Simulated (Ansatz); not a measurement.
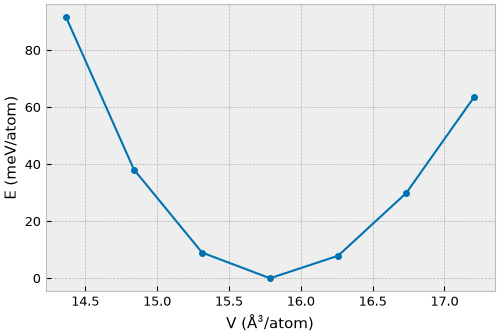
Figure: InRh (CsCl type, Pm-3m) under volume change, plane-wave PAW LDA (Ansatz code), scaled uniformly.

What does a third-order Birch–Murnaghan fit give for V₀, B₀ and B′?

V₀ = 15.79 Å³/atom, B₀ = 189 GPa, B′ = 5.1.

The workflow started from a Materials Project entry (that database holds measured and hypothetical structures alike); the Crystallography Open Database files this formula in space group No. 221, but the cells were not matched. Whether it is the stable phase at ambient conditions was not checked. The LDA relaxation kept the symmetry of its start. At this level the phase is mechanically unstable. No spin polarisation was allowed.

Potentials: the later of the program's two PAW sets.
